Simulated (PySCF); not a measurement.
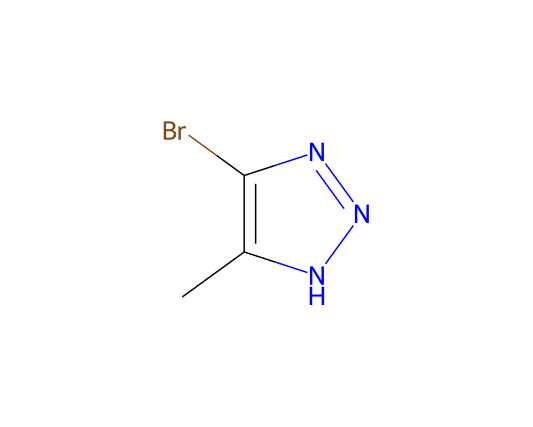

2D structure.

Write the SMILES.

Cc1[nH]nnc1Br

What is the molecular formula?

C3H4BrN3.

More results for the same structure follow; atom numbers are the same in all pictures, views and colours differ. The geometry was computed by an optimisation with GFN2-xTB. No frequency run is at hand to confirm it as a minimum.

**Shape**

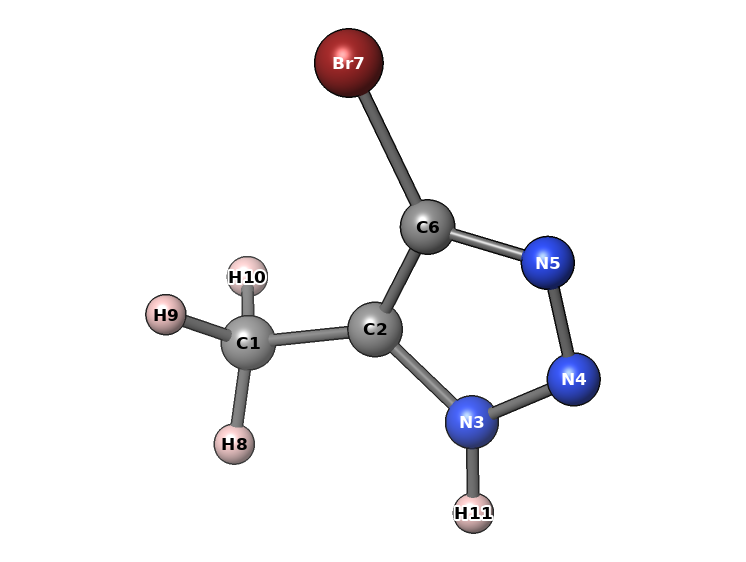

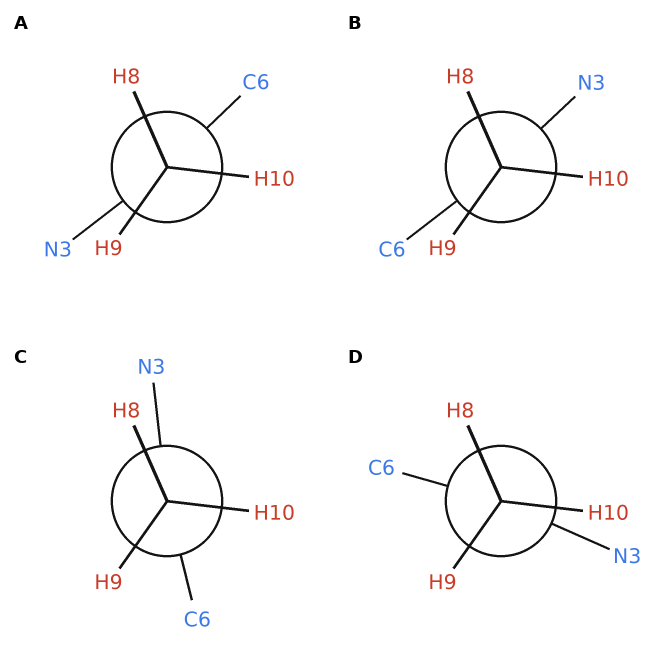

Depth is shown by fading: the farther an atom, the more it takes the colour of the background. Bonds that would overlap in a projection are set slightly apart. No frequency run is at hand to confirm it as a minimum.

Which Newman projection shows the view along C1–C2, with C1 in front?

C. The torsion angle H8–C1–C2–N3 is 10°, synperiplanar (eclipsed).

**Electronic properties**

No frequency run is at hand to confirm it as a minimum. Level of theory: CAM-B3LYP/def2-SVPD, gas phase (PySCF 2.14.0). Excitations: vertical, linear response.

What does the calculation give?

- dipole moment: 5.30 D
- HOMO energy (Kohn–Sham orbital): −8.43 eV
- LUMO energy (Kohn–Sham orbital): 0.80 eV
- HOMO–LUMO gap: 9.23 eV
- mean static polarisability: 74.7 bohr³
- lowest vertical singlet excitation: 5.82 eV
- its oscillator strength: 0.000
- brightest of the 8 lowest singlets: 7.10 eV
- its oscillator strength: 0.13

**Spin–spin coupling**

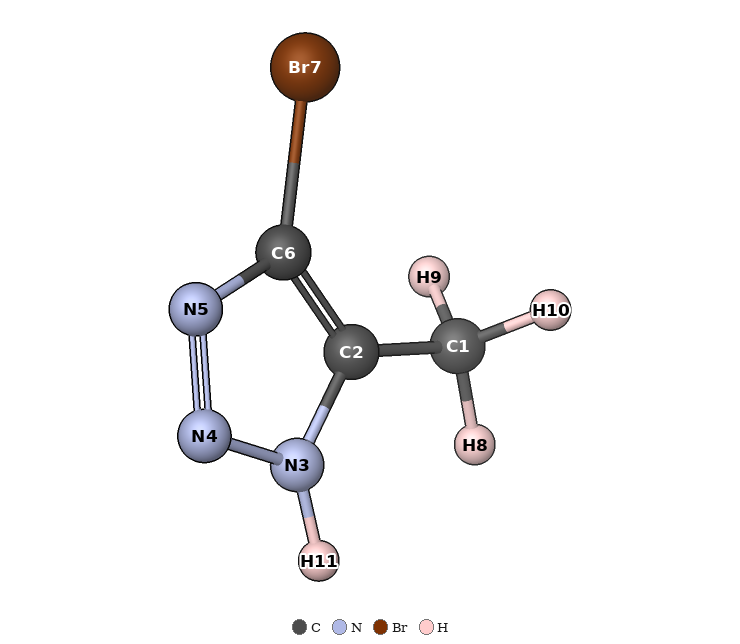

No frequency run is at hand to confirm it as a minimum. Properties computed with B3LYP/pcJ-1 (pcSseg-1 on Br) indirect spin-spin coupling, non-relativistic, gas phase (PySCF 2.14.0). Isotopes: 13C, 1H, 15N.

Give the spin–spin coupling constants of these pairs, with the number of bonds between them: N4/N5, C1/N3, N3/N5, C1/N4, N3/H8.

| pair | bonds apart | J (Hz) |
| --- | --- | --- |
| N4, N5 | 1 | −19.7 |
| C1, N3 | 2 | −2.2 |
| N3, N5 | 2 | −0.6 |
| C1, N4 | 3 | 0.6 |
| N3, H8 | 3 | −2.1 |

**Quadrupole coupling**

No frequency run is at hand to confirm it as a minimum. Electric field gradients from the ground-state density, B3LYP/pcJ-1 (pcSseg-1 on Br) (PySCF 2.14.0), non-relativistic apart from any core potentials.

Give the largest field-gradient component, the quadrupole coupling constant and the asymmetry for 14N at N3 (Q = 20.44 mb), 14N at N4 (Q = 20.44 mb), 14N at N5 (Q = 20.44 mb), 79Br at Br7 (Q = 313 mb).

```
atom  V_zz (a.u.)  e²qQ/h (MHz)     η
  N3       −0.655         −3.15  0.30
  N4       −1.021         −4.91  0.73
  N5       −1.104         −5.30  0.10
 Br7        8.350         614.1  0.03
```

The geometry is semi-empirical. Around Br such bond lengths and angles can be off by a tenth of an ångström or more and by several degrees, and values that hang on the shape move with them.
